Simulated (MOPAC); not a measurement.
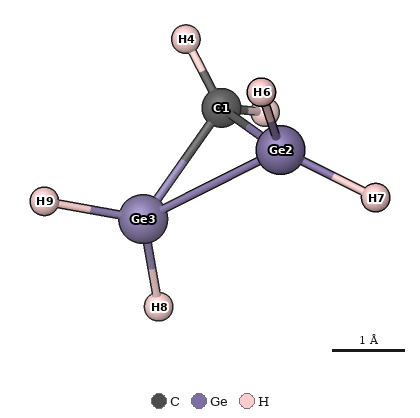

**Figure 1.** The structure (ball-and-stick view, seen at a tilt; atoms are numbered from 1 in the order of the input). Sticks mark near contacts. Bond lengths as drawn: C–Ge 1.95 Å, C–H 1.08 Å, Ge–Ge 2.49 Å and Ge–H 1.49 Å.

**Frequency calculation, with input and output: CH₆Ge₂ (part 1 of 2)**

CH₆Ge₂, SMILES [CH2]1[GeH2][GeH2]1, computed with PM7-, closed shell (MOPAC 23.2.5).

The geometry was optimised with PM7-.

## The input (run.mop)
```
PM7- THERMO(200,600,200) FORCE AUX(PRECISION=6) T=10M THREADS=1
CH6Ge2 frequencies
[CH2]1[GeH2][GeH2]1
C -0.631411 1 0.157422 1 -0.708320 1
Ge 1.087344 1 0.799986 1 -0.050829 1
Ge -0.374898 1 -1.012588 1 0.829447 1
H -1.461651 1 0.852726 1 -0.655690 1
H -0.631365 1 -0.316268 1 -1.683587 1
H 1.105001 1 2.118320 1 0.649452 1
H 2.303023 1 0.430393 1 -0.834601 1
H -0.007554 1 -2.433627 1 0.556525 1
H -1.206479 1 -0.746250 1 2.040366 1
```

Hardware: 1 thread of Intel Xeon (Sapphire Rapids), 64 GiB of memory available, shared host.

Launch command:
```bash
mopac run.mop
```

## The program's output
```
MOPAC v23.2.5
PM7- CALCULATION RESULTS

 *  PM7        - The PM7 Hamiltonian to be used
 *  FORCE      - FORCE CALCULATION SPECIFIED
 *  THREADS=1  - MULTI-THREADING NOT USED
 *  AUX        - OUTPUT AUXILIARY INFORMATION
 *  THERMO     - THERMODYNAMIC QUANTITIES TO BE CALCULATED
PM7- THERMO(200,600,200) FORCE AUX(PRECISION=6) T=10M THREADS=1
 CH6Ge2 frequencies
 [CH2]1[GeH2][GeH2]1
   ATOM   CHEMICAL          X               Y               Z
  NUMBER   SYMBOL      (ANGSTROMS)     (ANGSTROMS)     (ANGSTROMS)

     1       C         -0.63141100  *   0.15742200  *  -0.70832000  *
     2      Ge          1.08734400  *   0.79998600  *  -0.05082900  *
     3      Ge         -0.37489800  *  -1.01258800  *   0.82944700  *
     4       H         -1.46165100  *   0.85272600  *  -0.65569000  *
     5       H         -0.63136500  *  -0.31626800  *  -1.68358700  *
     6       H          1.10500100  *   2.11832000  *   0.64945200  *
     7       H          2.30302300  *   0.43039300  *  -0.83460100  *
     8       H         -0.00755400  *  -2.43362700  *   0.55652500  *
     9       H         -1.20647900  *  -0.74625000  *   2.04036600  *

          CARTESIAN COORDINATES

    NO.       ATOM           X           Y           Z

     1         C         -0.6314      0.1574     -0.7083
     2        Ge          1.0873      0.8000     -0.0508
     3        Ge         -0.3749     -1.0126      0.8294
     4         H         -1.4617      0.8527     -0.6557
     5         H         -0.6314     -0.3163     -1.6836
     6         H          1.1050      2.1183      0.6495
     7         H          2.3030      0.4304     -0.8346
     8         H         -0.0076     -2.4336      0.5565
     9         H         -1.2065     -0.7463      2.0404

           Empirical Formula: C H6 Ge2  =     9 atoms

      MOLECULAR POINT GROUP   :   C2v

      RHF CALCULATION, NO. OF DOUBLY OCCUPIED LEVELS = 9

          HEAT OF FORMATION =      54.569744 KCALS/MOLE

          CARTESIAN COORDINATE DERIVATIVES

   NUMBER  ATOM         X            Y            Z

     1       C      0.000556    -0.000130     0.002591
     2      Ge      0.002301    -0.005269    -0.007679
     3      Ge      0.009178    -0.001276     0.002955
     4       H      0.000229    -0.000351     0.001778
     5       H     -0.002371     0.001213     0.000961
     6       H      0.006864    -0.000057     0.003230
     7       H     -0.006616     0.000786    -0.002221
     8       H     -0.002445     0.001537    -0.002039
     9       H     -0.007696     0.003548     0.000424

 DIPOLE           X         Y         Z       TOTAL
 POINT-CHG.     0.264     0.219     0.000     0.343
 HYBRID        -0.238    -0.198    -0.000     0.310
 SUM            0.025     0.021     0.000     0.033

          GRADIENT NORM =   0.01991

          MOLECULAR WEIGHT =  163.24

          ROTATIONAL CONSTANTS IN CM(-1)

          A =    0.40248020   B =    0.06778794   C =    0.06144494

           PRINCIPAL MOMENTS OF INERTIA IN UNITS OF 10**(-40)*GRAM-CM**2

          A =       69.5506   B =      412.9459   C =      455.5746

          ORIENTATION OF MOLECULE IN FORCE CALCULATION

    NO.       ATOM         X         Y         Z

     1          C      -1.0546   -0.8752   -0.0000
     2         Ge       0.8946   -0.8752   -0.0000
     3         Ge      -0.6954    1.0406   -0.0000
     4          H      -1.5397   -1.2778   -0.8821
     5          H      -1.5397   -1.2778    0.8821
     6          H       1.5810   -1.2446   -1.2733
     7          H       1.5804   -1.2444    1.2737
     8          H      -0.9320    1.7829    1.2735
     9          H      -0.9324    1.7830   -1.2734

    FIRST DERIVATIVES WILL BE USED IN THE CALCULATION OF SECOND DERIVATIVES

          ESTIMATED TIME TO COMPLETE CALCULATION =        0.42 SECONDS

    FOR POINT-GROUP C2v  THERE ARE   4 UNIQUE SYMMETRY FUNCTIONS.

 STEP:   1 TIME =     0.01 SECS, INTEGRAL =      0.01 TIME LEFT:    599.98
 STEP:   2 TIME =     0.00 SECS, INTEGRAL =      0.01 TIME LEFT:    599.98
 STEP:   3 TIME =     0.01 SECS, INTEGRAL =      0.02 TIME LEFT:    599.98
 STEP:   4 TIME =     0.00 SECS, INTEGRAL =      0.02 TIME LEFT:    599.98
 STEP:   5 TIME =     0.01 SECS, INTEGRAL =      0.02 TIME LEFT:    599.97
 STEP:   6 TIME =     0.01 SECS, INTEGRAL =      0.03 TIME LEFT:    599.96
 STEP:   7                       INTEGRAL =      0.03 TIME LEFT:    599.96
 STEP:   8                       INTEGRAL =      0.03 TIME LEFT:    599.96
 STEP:   9                       INTEGRAL =      0.03 TIME LEFT:    599.96
 STEP:  10 TIME =     0.00 SECS, INTEGRAL =      0.03 TIME LEFT:    599.96
 STEP:  11 TIME =     0.00 SECS, INTEGRAL =      0.03 TIME LEFT:    599.96
 STEP:  12 TIME =     0.00 SECS, INTEGRAL =      0.03 TIME LEFT:    599.96
 STEP:  13                       INTEGRAL =      0.03 TIME LEFT:    599.96
 STEP:  14                       INTEGRAL =      0.03 TIME LEFT:    599.96
 STEP:  15                       INTEGRAL =      0.03 TIME LEFT:    599.96
 STEP:  16 TIME =     0.01 SECS, INTEGRAL =      0.04 TIME LEFT:    599.95
 STEP:  17 TIME =     0.00 SECS, INTEGRAL =      0.04 TIME LEFT:    599.95
 STEP:  18 TIME =     0.01 SECS, INTEGRAL =      0.05 TIME LEFT:    599.95
 STEP:  19                       INTEGRAL =      0.05 TIME LEFT:    599.95
 STEP:  20                       INTEGRAL =      0.05 TIME LEFT:    599.95
 STEP:  21                       INTEGRAL =      0.05 TIME LEFT:    599.95
 STEP:  22                       INTEGRAL =      0.05 TIME LEFT:    599.95
 STEP:  23                       INTEGRAL =      0.05 TIME LEFT:    599.95
 STEP:  24                       INTEGRAL =      0.05 TIME LEFT:    599.95
 STEP:  25                       INTEGRAL =      0.05 TIME LEFT:    599.95
 STEP:  26                       INTEGRAL =      0.05 TIME LEFT:    599.95
 STEP:  27                       INTEGRAL =      0.05 TIME LEFT:    599.95

(To convert to Hartree/Bohr^2, multiply by (10^(-21) x N x a0^2)/(4.184 x 627.51) =  0.0642)

           FORCE MATRIX IN MILLIDYNES/ANGSTROM

                  C  1      Ge  2      Ge  3       H  4       H  5       H  6
 ------------------------------------------------------------------------------
     C    1   8.015776
    Ge    2   1.476744   5.418477
    Ge    3   1.476093   1.598844   5.418477
     H    4   3.622769   0.340744   0.340899   4.158585
     H    5   3.622732   0.340848   0.340785   0.453630   4.158585
     H    6   0.291039   2.098142   0.130192   0.020126   0.035176   2.592683
     H    7   0.291030   2.097955   0.130252   0.035235   0.020114   0.325998
     H    8   0.290971   0.130316   2.098075   0.035248   0.020188   0.042179
     H    9   0.290925   0.130252   2.097955   0.020114   0.035235   0.027585

                  H  7       H  8       H  9
 ------------------------------------------
     H    7   2.592683
     H    8   0.027585   2.592683
     H    9   0.042179   0.325998   2.592683

          HEAT OF FORMATION =      54.569744 KCALS/MOLE

          ZERO POINT ENERGY      33.242 KCAL/MOL

           NORMAL COORDINATE ANALYSIS (Total motion = 1 Angstrom)

   Root No.       1         2         3         4         5         6         7         8

                 1 A1      1 B1      1 B2      1 A2      2 A2      2 B1      2 B2      2 A1

                 251.2     336.7     363.4     399.0     446.2     473.4     558.8     579.6

           1   -0.1122    0.0000   -0.0613    0.0000    0.0000    0.0000   -0.0497    0.0579
           2   -0.0931   -0.0000    0.0739   -0.0000   -0.0000   -0.0000    0.0599    0.0480
           3    0.0000   -0.0117    0.0000    0.0000   -0.0000   -0.0223   -0.0000   -0.0000
           4   -0.0691    0.0000    0.0190    0.0000    0.0000   -0.0000    0.0093   -0.0154
           5    0.1056    0.0000    0.0068    0.0000    0.0000    0.0000   -0.0064   -0.0007
           6   -0.0000   -0.0014    0.0000   -0.0099    0.0041    0.0049   -0.0000    0.0000
           7    0.0910   -0.0000   -0.0101   -0.0000   -0.0000   -0.0000    0.0046   -0.0035
           8   -0.0874   -0.0000   -0.0174   -0.0000   -0.0000    0.0000   -0.0104   -0.0150
           9    0.0000   -0.0014   -0.0000    0.0099   -0.0041    0.0049    0.0000    0.0000
          10   -0.1004    0.0096   -0.0520    0.0097    0.0405    0.0636   -0.0547    0.0488
          11   -0.0833    0.0080    0.0627   -0.0117   -0.0488    0.0527    0.0659    0.0405
          12   -0.0039   -0.0215    0.0000    0.0000   -0.0000   -0.0854   -0.0000    0.0014
          13   -0.1004   -0.0096   -0.0520   -0.0097   -0.0405   -0.0636   -0.0547    0.0488
          14   -0.0833   -0.0080    0.0627    0.0117    0.0488   -0.0527    0.0659    0.0405
          15    0.0039   -0.0215    0.0000    0.0000   -0.0000   -0.0854   -0.0000   -0.0014
          16   -0.0641    0.0585   -0.0710    0.0578   -0.1812   -0.1551    0.0290    0.1159
          17    0.0559   -0.2047   -0.1601   -0.2107   -0.0888   -0.0674    0.1774    0.1519
          18    0.0049    0.0970    0.0039    0.0931   -0.0777   -0.0688   -0.0285    0.0166
          19   -0.0641   -0.0585   -0.0710   -0.0578    0.1812    0.1551    0.0290    0.1159
          20    0.0559    0.2047   -0.1601    0.2107    0.0888    0.0674    0.1774    0.1519
          21   -0.0049    0.0970   -0.0039    0.0931   -0.0777   -0.0688    0.0285   -0.0166
          22    0.0432    0.1904    0.1705   -0.1964   -0.1207    0.0948   -0.1797    0.1707
          23   -0.0733   -0.0953    0.0403    0.0957   -0.1617    0.1400    0.0042    0.0859
          24   -0.0049    0.0970    0.0039   -0.0931    0.0777   -0.0688   -0.0285   -0.0166
          25    0.0432   -0.1904    0.1705    0.1964    0.1207   -0.0948   -0.1797    0.1707
          26   -0.0733    0.0953    0.0403   -0.0957    0.1617   -0.1400    0.0042    0.0859
          27    0.0049    0.0970   -0.0039   -0.0931    0.0777   -0.0688    0.0285    0.0166

   Root No.       9        10        11        12        13        14        15        16

                 3 A1      3 B2      4 A1      3 B1      3 A2      4 B2      5 A1      4 A2

                 652.9     754.3     762.9     774.5     785.0    1028.3    1279.8    1997.6

           1    0.0745    0.0153   -0.0230   -0.0000   -0.0000    0.0478   -0.0412   -0.0000
           2    0.0618   -0.0185   -0.0191    0.0000    0.0000   -0.0576   -0.0342    0.0000
           3    0.0000   -0.0000   -0.0000    0.0818    0.0000    0.0000   -0.0000   -0.0000
           4   -0.0120    0.0025    0.0004    0.0000   -0.0000    0.0023   -0.0006   -0.0000
           5    0.0063   -0.0008    0.0007   -0.0000   -0.0000    0.0023   -0.0004   -0.0000
           6   -0.0000    0.0000    0.0000   -0.0055   -0.0042   -0.0000   -0.0000    0.0052
           7    0.0040    0.0003    0.0007    0.0000    0.0000   -0.0027   -0.0005    0.0000
           8   -0.0129   -0.0026    0.0003    0.0000    0.0000   -0.0018   -0.0005    0.0000
           9   -0.0000    0.0000   -0.0000   -0.0055    0.0042    0.0000    0.0000   -0.0052
          10    0.0659    0.0146   -0.0193    0.2223    0.2449   -0.2801    0.2836    0.0032
          11    0.0547   -0.0175   -0.0160    0.1845   -0.2951    0.3375    0.2353   -0.0038
          12    0.0013   -0.0000   -0.0018   -0.1460    0.0000   -0.0000   -0.2846   -0.0000
          13    0.0659    0.0146   -0.0193   -0.2223   -0.2449   -0.2801    0.2835   -0.0032
          14    0.0547   -0.0175   -0.0160   -0.1845    0.2951    0.3375    0.2353    0.0039
          15   -0.0013   -0.0000    0.0018   -0.1460   -0.0000   -0.0000    0.2846   -0.0000
          16   -0.0487   -0.1984    0.1762    0.0511    0.0396    0.0017   -0.0019    0.1231
          17   -0.1682    0.0460   -0.0956    0.0307    0.0376   -0.0099    0.0025   -0.0640
          18    0.0199   -0.1097    0.1119    0.0257    0.0130   -0.0026    0.0015   -0.2018
          19   -0.0487   -0.1984    0.1762   -0.0511   -0.0396    0.0017   -0.0019   -0.1231
          20   -0.1682    0.0460   -0.0956   -0.0307   -0.0376   -0.0099    0.0025    0.0640
          21   -0.0199    0.1097   -0.1119    0.0257    0.0130    0.0026   -0.0015   -0.2018
          22   -0.1743   -0.0086   -0.0615   -0.0396    0.0443    0.0094    0.0021   -0.0402
          23   -0.0169    0.2034    0.1908   -0.0446    0.0320   -0.0035   -0.0023    0.1327
          24   -0.0199   -0.1097   -0.1119    0.0257   -0.0130   -0.0026   -0.0015    0.2018
          25   -0.1743   -0.0086   -0.0615    0.0396   -0.0443    0.0094    0.0021    0.0402
          26   -0.0169    0.2034    0.1908    0.0446   -0.0320   -0.0035   -0.0023   -0.1327
          27    0.0199    0.1097    0.1119    0.0257   -0.0130    0.0026    0.0015    0.2018

   Root No.      17        18        19        20        21

                 4 B1      5 B2      6 A1      5 B1      7 A1

                2005.4    2180.9    2197.7    2678.5    2746.8

           1   -0.0000   -0.0030   -0.0032    0.0000    0.0315
           2    0.0000    0.0036   -0.0027   -0.0000    0.0262
           3   -0.0031   -0.0000   -0.0000   -0.0593    0.0000
           4   -0.0000   -0.0024   -0.0020    0.0000    0.0004
           5   -0.0000    0.0014    0.0011    0.0000    0.0001
           6   -0.0053    0.0000    0.0000   -0.0003   -0.0000
           7    0.0000   -0.0009    0.0007   -0.0000    0.0002
           8    0.0000    0.0026   -0.0022   -0.0000    0.0004
           9   -0.0053   -0.0000   -0.0000   -0.0003   -0.0000
          10   -0.0061    0.0004   -0.0011    0.2193   -0.2071
          11   -0.0050   -0.0004   -0.0009    0.1820   -0.1718
          12   -0.0008   -0.0000   -0.0016    0.3667   -0.3944
          13    0.0061    0.0004   -0.0011   -0.2193   -0.2071
          14    0.0050   -0.0004   -0.0009   -0.1820   -0.1718
          15   -0.0008   -0.0000    0.0016    0.3667    0.3944
          16   -0.1222    0.1053    0.1044   -0.0013   -0.0006
          17    0.0616   -0.0518   -0.0567    0.0004   -0.0005
          18    0.2003   -0.2175   -0.2163    0.0025   -0.0003
          19    0.1222    0.1053    0.1044    0.0013   -0.0006
          20   -0.0616   -0.0518   -0.0567   -0.0004   -0.0005
          21    0.2003    0.2175    0.2163    0.0025    0.0003
          22   -0.0380    0.0315   -0.0365   -0.0002   -0.0006
          23    0.1315   -0.1130    0.1131    0.0014   -0.0005
          24    0.2003   -0.2175    0.2163    0.0025    0.0003
          25    0.0380    0.0315   -0.0365    0.0002   -0.0006
          26   -0.1315   -0.1130    0.1131   -0.0014   -0.0005
          27    0.2003    0.2175   -0.2163    0.0025   -0.0003

           MASS-WEIGHTED COORDINATE ANALYSIS (NORMAL COORDINATES)

   Root No.       1         2         3         4         5         6         7         8

                 1 A1      1 B1      1 B2      1 A2      2 A2      2 B1      2 B2      2 A1

                 251.2     336.7     363.4     399.0     446.2     473.4     558.8     579.6

           1   -0.2397    0.0000   -0.3838    0.0000    0.0000    0.0000   -0.3519    0.3942
           2   -0.1989   -0.0000    0.4624   -0.0000   -0.0000   -0.0000    0.4240    0.3272
           3    0.0000   -0.0858    0.0000    0.0000   -0.0000   -0.1858   -0.0000   -0.0000
           4   -0.3630    0.0000    0.2917    0.0000    0.0000   -0.0000    0.1624   -0.2575
           5    0.5546    0.0000    0.1039    0.0000    0.0000    0.0000   -0.1118   -0.0116
           6   -0.0000   -0.0257    0.0000   -0.1713    0.0789    0.1013   -0.0000    0.0000
           7    0.4782   -0.0000   -0.1558   -0.0000   -0.0000   -0.0000    0.0800   -0.0588
           8   -0.4590   -0.0000   -0.2675   -0.0000   -0.0000    0.0000   -0.1803   -0.2510
           9    0.0000   -0.0257   -0.0000    0.1713   -0.0789    0.1013    0.0000    0.0000
          10   -0.0621    0.0204   -0.0943    0.0198    0.0911    0.1537   -0.1122    0.0963
          11   -0.0516    0.0169    0.1137   -0.0238   -0.1098    0.1276    0.1352    0.0800
          12   -0.0024   -0.0457    0.0000    0.0000   -0.0000   -0.2066   -0.0000    0.0027
          13   -0.0621   -0.0204   -0.0943   -0.0198   -0.0911   -0.1537   -0.1122    0.0963
          14   -0.0516   -0.0170    0.1137    0.0238    0.1098   -0.1276    0.1352    0.0800
          15    0.0024   -0.0457    0.0000    0.0000   -0.0000   -0.2066   -0.0000   -0.0027
          16   -0.0397    0.1242   -0.1287    0.1180   -0.4077   -0.3752    0.0594    0.2287
          17    0.0346   -0.4343   -0.2903   -0.4299   -0.1998   -0.1629    0.3637    0.2999
          18    0.0030    0.2058    0.0071    0.1900   -0.1748   -0.1663   -0.0583    0.0328
          19   -0.0397   -0.1242   -0.1287   -0.1180    0.4077    0.3752    0.0594    0.2287
          20    0.0346    0.4343   -0.2903    0.4299    0.1998    0.1629    0.3637    0.2999
          21   -0.0030    0.2058   -0.0071    0.1900   -0.1748   -0.1663    0.0583   -0.0328
          22    0.0267    0.4040    0.3090   -0.4008   -0.2715    0.2293   -0.3684    0.3369
          23   -0.0454   -0.2022    0.0730    0.1953   -0.3639    0.3387    0.0087    0.1695
          24   -0.0030    0.2058    0.0071   -0.1900    0.1748   -0.1663   -0.0583   -0.0328
          25    0.0267   -0.4040    0.3090    0.4008    0.2715   -0.2293   -0.3684    0.3369
          26   -0.0454    0.2022    0.0730   -0.1953    0.3639   -0.3387    0.0087    0.1696
          27    0.0030    0.2058   -0.0071   -0.1900    0.1748   -0.1663    0.0583    0.0328

   Root No.       9        10        11        12        13        14        15        16

                 3 A1      3 B2      4 A1      3 B1      3 A2      4 B2      5 A1      4 A2

                 652.9     754.3     762.9     774.5     785.0    1028.3    1279.8    1997.6
```
